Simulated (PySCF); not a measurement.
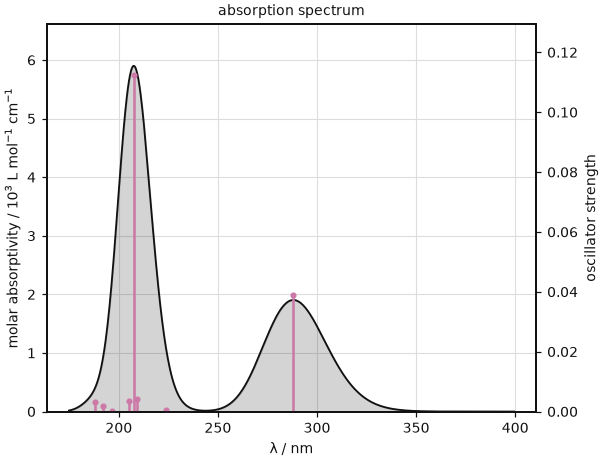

Computed absorption of C₄H₅ClSi, SMILES ClC1=C[SiH2]C=C1. Vertical TDDFT excitations, PBE0/def2-SVPD, PySCF, at a GFN2-xTB geometry (no frequency check), gas phase. Only the first 8 singlet excitations are included; each is broadened by a Gaussian of 1/e half-width 0.33 eV. Sticks give oscillator strengths (right axis).

Question: Which of the computed transitions is the brightest, and what character does the calculation give it?

Answer: S4 at 5.97 eV (208 nm), f = 0.113, mainly HOMO−1 → LUMO (87 %) (S3 lies within 0.06 eV, too close to order).

Question: Does any vertical transition fall in the visible?

Answer: No singlet lies below 3.1 eV (beyond 400 nm), so at this level no vertical transition falls in the visible.

Question: List the transitions behind the spectrum.

Answer:
```tsv
state	E (eV)	λ (nm)	f	main character
S1	4.30	288	0.039	HOMO → LUMO (98 %)
S2	5.54	224	0.000	HOMO−2 → LUMO (91 %)
S3	5.92	209	0.004	HOMO → LUMO+1 (96 %)
S4	5.97	208	0.113	HOMO−1 → LUMO (87 %)
S5	6.05	205	0.003	HOMO−3 → LUMO (90 %)
S6	6.30	197	0.000	HOMO → LUMO+2 (93 %)
S7	6.45	192	0.002	HOMO−4 → LUMO (94 %)
S8	6.59	188	0.003	HOMO → LUMO+3 (93 %)
```

Note: the tight-binding geometry is rougher than a DFT one and adds to the error; core orbitals are frozen in the response.
